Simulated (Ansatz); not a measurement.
## A computed series for SnS2: pressure series

The reference is SnS$_{2}$ in the CdI2 type structure (space group P-3m1, No. 164; layered, stacked along the Cartesian z axis).

```xyz
3
Lattice="3.6260 0.0000 0.0000 -1.8130 3.1402 0.0000 0.0000 0.0000 5.5735" Properties=species:S:1:pos:R:3 pbc="T T T"
Sn     0.0000     0.0000     0.0000
S      0.0000     2.0935     1.4738
S      1.8130     1.0467     4.0997
```

Cell and atoms are relaxed at each pressure.

Level of theory: Ansatz (a program for electronic structure) PBEsol-D3(BJ), without spin-orbit coupling.

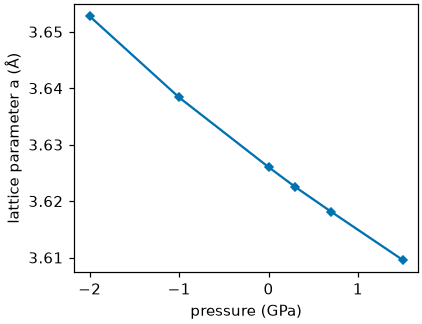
Lattice parameter a against pressure

Q: From the plot, what is the lattice parameter a for pressure −1 GPa?

A: About 3.638 Å.

Q: Is the trend monotonic over the range shown?

A: Yes, it falls throughout, spanning 361.0 pm to 365.3 pm.

Load acts through the strain it causes; cell and atoms are relaxed under it. Whether these cells are dynamically stable was not tested.
